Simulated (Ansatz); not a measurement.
A series of calculations on BNH$_{5}$Cl$_{2}$F

## 1. Relaxation

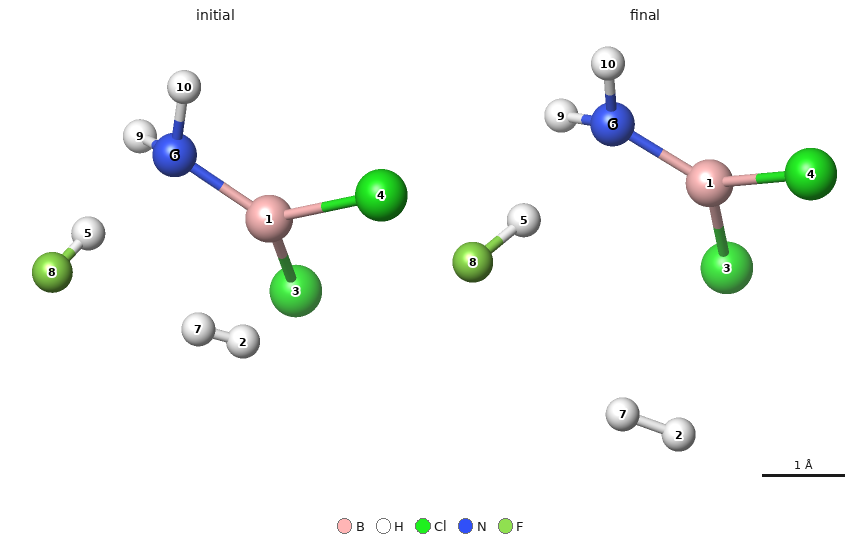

The structure of BNH5Cl2F (started from a transition state, displaced along its imaginary mode) before (left) and after (right) a relaxation, at one scale.

A ball-and-stick model, seen at a tilt.

All numbers below come from Ansatz, RKS PBE0-D4/def2-TZVP.

Input
```yaml
crystal:
  periodic: [false, false, false]
  atoms:
    - {symbol: B, position_ang: [-0.752441, -0.088720, -0.483074]}
    - {symbol: H, position_ang: [0.321507, 1.204129, -0.958599]}
    - {symbol: Cl, position_ang: [-0.599907, -0.806646, -2.108753]}
    - {symbol: Cl, position_ang: [-2.060482, 1.097736, -0.235803]}
    - {symbol: H, position_ang: [1.261788, 0.079628, 0.847294]}
    - {symbol: N, position_ang: [-0.162890, -0.727769, 0.622790]}
    - {symbol: H, position_ang: [0.716443, 1.083020, -0.540387]}
    - {symbol: F, position_ang: [1.895392, 0.490728, 0.911958]}
    - {symbol: H, position_ang: [0.066246, -1.698607, 0.462535]}
    - {symbol: H, position_ang: [-0.685757, -0.633598, 1.481938]}
basis:
  gaussian: {orbitals: def2-TZVP}
hamiltonian: {xc: pbe0, dispersion: d4}
relax: {f_tol: 0.005, max_steps: 200}
```

Run as
```bash
ansatz run in.yaml --threads 8 --pin off --events-out ev --progress --plain --max-ram 19148MiB
```

Question: What changed between the two?

Answer: Over 14 accepted moves (16 points after the start) the energy falls by 284.9 kJ/mol. The largest force component goes from 17 to 0.0015 eV/Å. The line search rejected the trial steps at points 10, 12 of the run. The atom that moves furthest after the best rigid fit is H2 (1.25 Å). By element the largest moves are H 1.25 Å, B 0.52 Å, N 0.44 Å, Cl 0.31 Å, F 0.17 Å. Among the contacts that change: B1–H2 1.747 → 3.482 Å, H5–F8 0.758 → 0.937 Å, H2–H7 0.588 → 0.747 Å, B1–Cl3 1.784 → 1.750 Å. Bond angles that change, for instance: B1–N6–H9 114.0° → 120.1°, H9–N6–H10 110.0° → 114.0°, Cl3–B1–Cl4 117.2° → 120.5°. The run took 35 s on 8 threads of Arm Neoverse V1, with other jobs on the host.

## 2. Relaxation

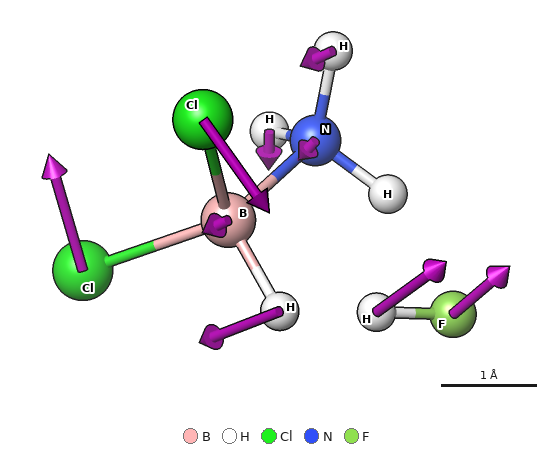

A relaxation of BNH$_{5}$Cl$_{2}$F (started from a transition state, displaced along its imaginary mode). The starting structure is drawn; purple arrows show the displacements, at their true length. The two geometries are superimposed by the best rigid fit.

The picture is a ball-and-stick view, seen at a tilt.

All numbers below come from RKS PBE0-D4/def2-TZVP (Ansatz 0.2.0). Set-up: force threshold 0.005 eV/Å; at most 200 steps.

Question: What did the optimiser do to the structure, and how much energy did it gain?

Answer: After 24 accepted moves (27 points after the start) the energy has fallen by 112.2 kJ/mol. The largest force component goes from 4.7 to 0.0012 eV/Å. The line search rejected the trial steps at points 7, 12, 21 of the run. The largest move after the best rigid fit is that of a Cl atom, 1.36 Å. By element the largest moves are Cl 1.36 Å, H 1.30 Å, F 1.02 Å, B 0.41 Å, N 0.34 Å. Among the contacts that change: Cl–H 3.182 → 2.052 Å, H–N 0.950 → 1.025 Å, F–H 0.904 → 0.948 Å, B–H 1.155 → 1.196 Å. Bond angles that change, for instance: B–N–H 99.2° → 110.5°, H–B–Cl 106.9° → 113.6°, H–N–H 114.2° → 108.6°. Groups turn about B–N by about 65°.

## 3. Reaction

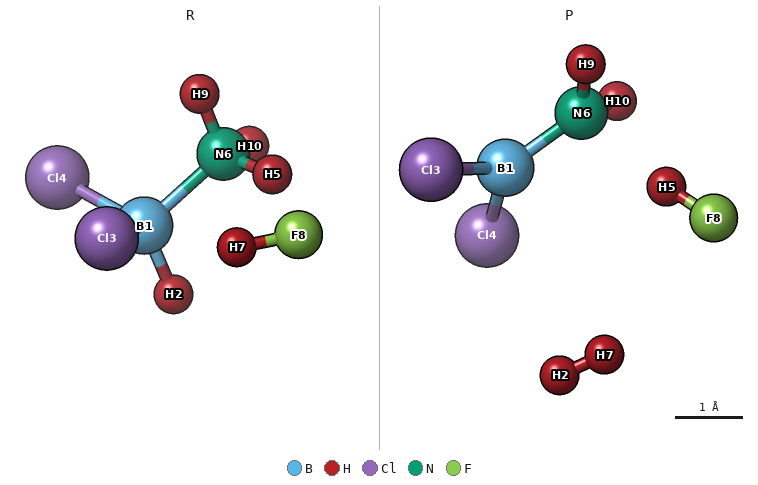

Reactant (R) and product (P) of one elementary step of BNH5Cl2F. Style: ball-and-stick. Shown at a tilt.

Stationary points at PBE0-D4/def2-TZVP, single-point energies with CCSD(T)/CBS, PBE-QIDH, r2SCAN0-D4 (def2-TZVPP where no basis is named; Ansatz 0.2.0). The energies are electronic, without zero-point or thermal terms, and both ends are the minima reached downhill from the saddle, with any fragments still in contact. CCSD(T)/CBS stands for a frozen-core estimate: MP2 correlation extrapolated from def2-TZVPP and def2-QZVPP, CCSD(T) minus MP2 from the smaller set.

R:
```xyz
10

B    -0.8323    0.4172   -0.4273
H    -0.7233    1.5838   -0.1877
Cl    0.2051   -0.0489   -1.9173
Cl   -2.5632   -0.1357   -0.5937
H     0.7912   -0.2078    0.8908
N    -0.2090   -0.4113    0.7925
H     1.9240    0.1949   -0.8239
F     2.4244    0.1899   -0.0189
H    -0.3223   -1.4103    0.6326
H    -0.6946   -0.1719    1.6527
```

P:
```xyz
10

B    -1.0942   -0.4511   -0.3787
H     0.8946    2.1763   -1.5032
Cl   -0.7537   -1.0265   -1.9957
Cl   -2.1855    0.8932   -0.1266
H     1.1108   -0.0602    0.8939
N    -0.4603   -1.0516    0.7235
H     1.3515    1.9604   -0.9529
F     1.9256    0.3704    1.0635
H     0.0032   -1.9411    0.6176
H    -0.7921   -0.8699    1.6585
```

**What is the transition state like, and how high is the barrier?**

Counted by bonded pieces, R holds BH₄NCl₂ + HF and P holds BH₂NCl₂ + HF + H₂. From R over the saddle to P, bonds form: H2–H7 (3.06 → 0.86 → 0.75 Å), H5–F8 (1.91 → 1.12 → 0.94 Å). Bonds break: B1–H2 (1.20 → 1.45 → 3.48 Å), H5–N6 (1.03 → 1.30 → 1.87 Å), H7–F8 (0.95 → 1.42 → 2.63 Å). The saddle has one imaginary mode, 1044i cm⁻¹. With CCSD(T)/CBS the barrier is 1.71 eV from R and 1.30 eV from P, and P lies 0.40 eV above R.

```csv
level,barrier from R (eV),barrier from P (eV),P less R (eV)
CCSD(T)/CBS,1.71,1.30,0.40
PBE-QIDH,1.64,1.16,0.48
r2SCAN0-D4,1.56,1.11,0.45
```

Against CCSD(T)/CBS, PBE-QIDH comes closest on the barrier from R (−0.06 eV) and r2SCAN0-D4 misses most (−0.15 eV).

Saddle geometry:

```xyz
10

B    -0.6383    0.0604   -0.5466
H     0.2788    1.1235   -0.9096
Cl   -0.6137   -0.8591   -2.0864
Cl   -2.0797    1.0692   -0.1954
H     1.0289   -0.0766    0.8479
N    -0.0950   -0.6998    0.6472
H     0.9090    1.0082   -0.3364
F     1.8402    0.6774    0.6837
H     0.0682   -1.6776    0.4375
H    -0.6985   -0.6257    1.4579
```

The saddle point in the same view, with dashed sticks for the bonds that form or break:

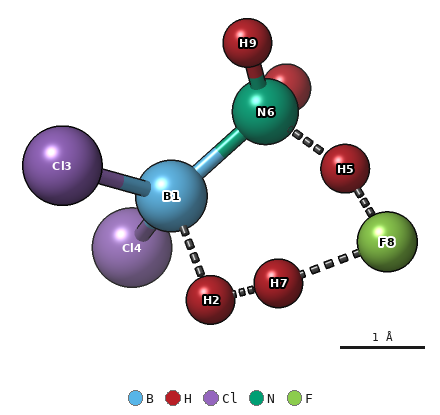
